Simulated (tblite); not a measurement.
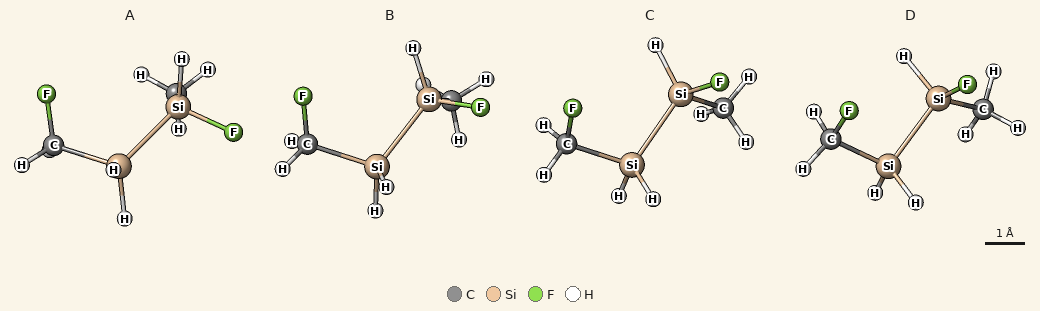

4 geometries from one relaxation of C2H8F2Si2, in shuffled order. A ball-and-stick model, seen from a free direction.

Method: GFN2-xTB geometry optimisation, gas phase in tblite 0.8.0. 

### Put them in the order of the run, from the start to the converged end.

D, C, B, A. They are steps 0, 85, 130, 182, at +13.2 kcal/mol, +1.27 kcal/mol, +0.61 kcal/mol relative to the last. After 182 geometry steps the energy has fallen by 13.2 kcal/mol. The atom that moves furthest after the best rigid fit is an H atom (2.15 Å). Largest moves by element: H 2.15 Å, F 1.89 Å, C 0.82 Å, Si 0.78 Å. Among the contacts that change: F–Si 1.691 → 1.626 Å, Si–Si 2.248 → 2.313 Å, C–Si 1.837 → 1.899 Å, C–Si 1.883 → 1.923 Å. Bond angles that change, for instance: Si–Si–H 106.3° → 117.7°, C–Si–H 112.1° → 103.8°, F–C–H 114.2° → 106.3°. Groups turn about Si–Si by about 110°, C–Si by about 25°.
